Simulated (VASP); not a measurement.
```xyz
2
Lattice="1.6804 -2.9106 0.0000 1.6804 2.9106 0.0000 0.0000 0.0000 5.2331" Properties=species:S:1:pos:R:3 pbc="T T T"
Sc     1.6804     0.9702     1.3083
Sc     1.6804    -0.9702     3.9248
```

Level of theory: RPBE GGA, VASP's PBE PAW potentials (set 64) (plane waves; VASP). Settings: 520 eV cut-off, 14×14×8 Γ-centred mesh, tetrahedra with Blöchl corrections, potentials Sc_sv.

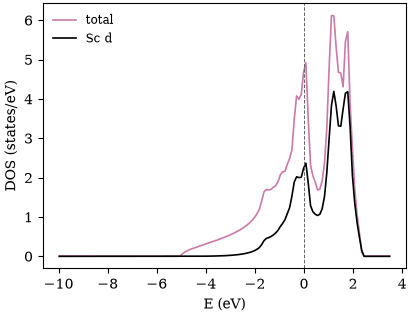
Fig. 1. Total and projected density of states, zero at the Fermi level

Within 2 eV below the Fermi level the largest weight inside VASP's projection spheres is Sc d.

It has no gap at this level: it comes out as a metal or semimetal.

The compound is Sc in the hcp structure. It was relaxed first.
